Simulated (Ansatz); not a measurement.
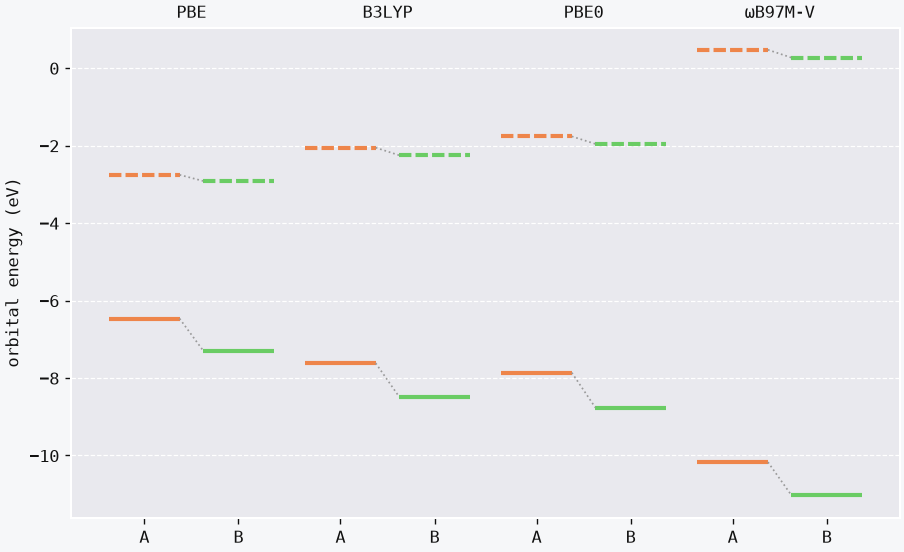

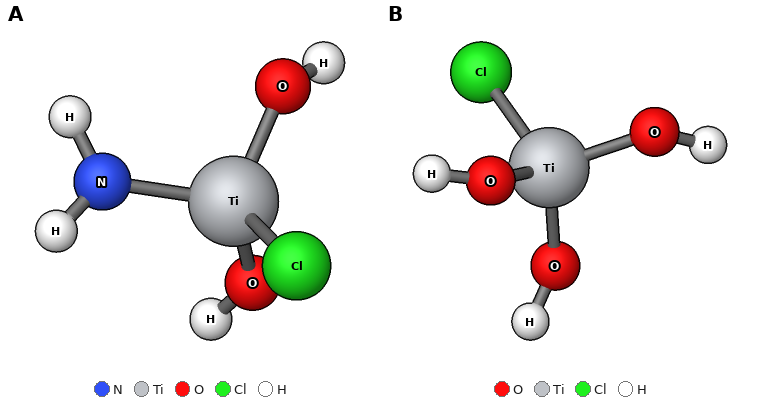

One change: A, TiNH₄O₂Cl (SMILES [NH2][Ti]([OH])([OH])[Cl]), becomes B, TiH₃O₃Cl (SMILES [OH][Ti]([OH])([OH])[Cl]). NH₂ on Ti is replaced by OH. HOMO (solid) and LUMO (dashed) computed in def2-TZVPP at PBE0-D4/def2-TZVP geometries, both minima by their frequencies, gas phase, the Ansatz code. Empty levels above zero depend strongly on the basis.

Q: What does the change do to HOMO and LUMO?

A: PBE: the HOMO falls by 0.82 eV, the LUMO falls by 0.16 eV, and the separation goes from 3.71 to 4.38 eV. B3LYP: the HOMO falls by 0.87 eV, the LUMO falls by 0.20 eV, and the separation goes from 5.56 to 6.24 eV. PBE0: the HOMO falls by 0.90 eV, the LUMO falls by 0.19 eV, and the separation goes from 6.10 to 6.81 eV. ωB97M-V: the HOMO falls by 0.86 eV, the LUMO falls by 0.20 eV, and the separation goes from 10.64 to 11.30 eV.

Q: Do the functionals agree on the effect?

A: They agree on the direction for both levels; the HOMO shift lies between −0.90 and −0.82 eV and the LUMO shift between −0.20 and −0.16 eV, while the separations themselves differ by up to 6.9 eV between functionals.
